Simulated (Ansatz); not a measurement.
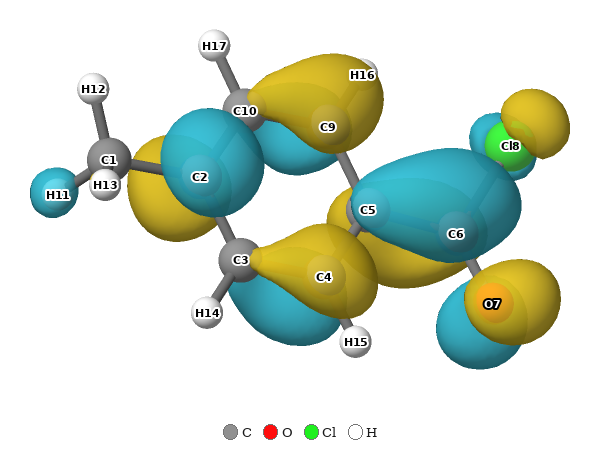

Figure 1: C8H7ClO. The LUMO at ±0.1 Å⁻³ᐟ² (yellow and cyan are the two phases), seen at a tilt.

Geometry: PBE0-D4/def2-TZVP.

All numbers below come from RKS PBE0-D4/def2-TZVPP in Ansatz 0.2.0.

Input

```
crystal:
  periodic: [false, false, false]
  atoms:
    - {symbol: C, position_ang: [1.963836, -1.839567, 0.527204]}
    - {symbol: C, position_ang: [0.901742, -0.826971, 0.238936]}
    - {symbol: C, position_ang: [0.808313, -0.236802, -1.022401]}
    - {symbol: C, position_ang: [-0.178471, 0.683564, -1.303787]}
    - {symbol: C, position_ang: [-1.105032, 1.041493, -0.321986]}
    - {symbol: C, position_ang: [-2.124933, 2.032311, -0.703634]}
    - {symbol: O, position_ang: [-2.230034, 2.550498, -1.764538]}
    - {symbol: Cl, position_ang: [-3.290246, 2.457495, 0.587943]}
    - {symbol: C, position_ang: [-1.019909, 0.461928, 0.938725]}
    - {symbol: C, position_ang: [-0.025164, -0.460472, 1.209751]}
    - {symbol: H, position_ang: [1.735952, -2.788268, 0.031560]}
    - {symbol: H, position_ang: [2.050810, -2.034788, 1.596560]}
    - {symbol: H, position_ang: [2.936522, -1.508329, 0.156559]}
    - {symbol: H, position_ang: [1.524610, -0.505752, -1.791549]}
    - {symbol: H, position_ang: [-0.250462, 1.142299, -2.282080]}
    - {symbol: H, position_ang: [-1.731807, 0.736274, 1.705529]}
    - {symbol: H, position_ang: [0.034295, -0.904902, 2.197212]}
basis:
  gaussian: {orbitals: def2-TZVPP}
hamiltonian: {xc: pbe0, dispersion: d4}
output: {orbitals: {seedname: orbitals}}
```

Launched as:

```sh
ansatz run in.yaml --threads 2 --pin off --events-out ev --progress --plain --max-ram 32768MiB --backend cuda --devices 0, --max-vram 18GiB
```

> Describe this orbital and give its energy.

Its weight (Hirshfeld) is mainly on C6 (about 20 %), O7 (about 15 %), C2 (about 15 %), C5 (about 10 %), C9 (about 10 %) and C4 (about 10 %). Its energy is −2.02 eV.
